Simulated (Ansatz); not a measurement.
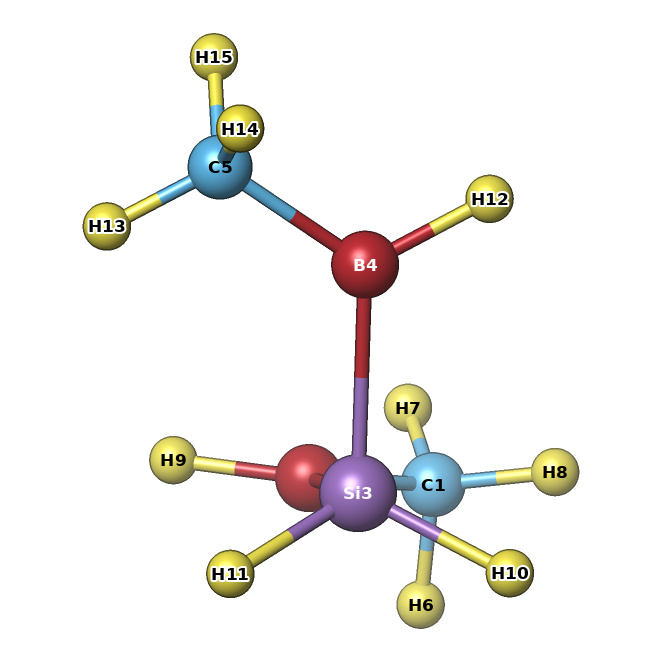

B2 lies behind Si3. The molecule seen a little off the Si3–B2 bond, Si3 in front. Depth is shown by fading: the farther an atom, the more it takes the colour of the background. The computed structure is the end point of a PBE-D4/def2-SVP optimisation. No frequency run is at hand to confirm it as a minimum.

What is the torsion angle B4–Si3–B2–C1? The sign is positive where the front bond must turn clockwise to cover the back bond.

96°, about perpendicular.
